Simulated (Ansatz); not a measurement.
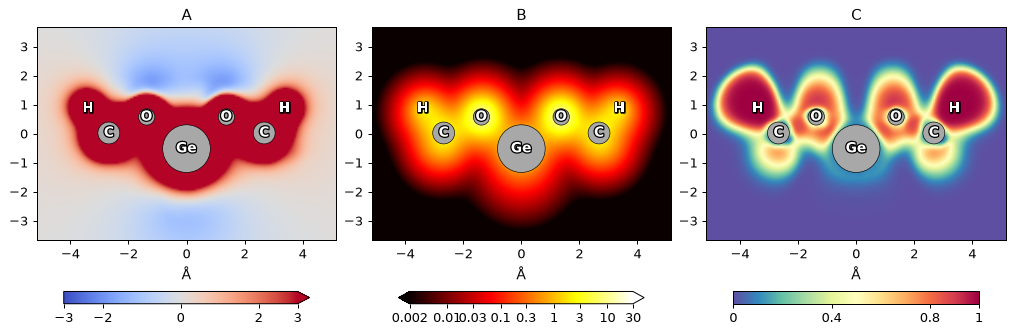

C4H12GeO4: 3 fields on the plane of atoms Ge3, O4 and C5, with unlabelled colour scales. Grey discs cover the atomic cores.

Geometry: PBE0-D4/def2-TZVP.

These are results of Ansatz, RKS PBE0-D4/def2-TZVPP, not measurements.

### Match the panels to the quantities (electron density, electron localisation function and electrostatic potential).

Panel A: electrostatic potential (strongly positive close to the atoms, with negative regions outside electron-rich atoms). Panel B: electron density. Panel C: electron localisation function. From the grid: C–O (1.41 Å): ρ is about 2 e/Å³ halfway, with its minimum of 1.7 e/Å³ about 0.5 Å from C; the ELF peaks at about 0.85 between the atoms: a shared but strongly polarised pair. Ge–O (1.75 Å): ρ at the midpoint is about 1.1 e/Å³; the ELF peaks at about 0.85 in the valence shell of O, 0.6 Å from its nucleus, and is about 0.35 at the midpoint.
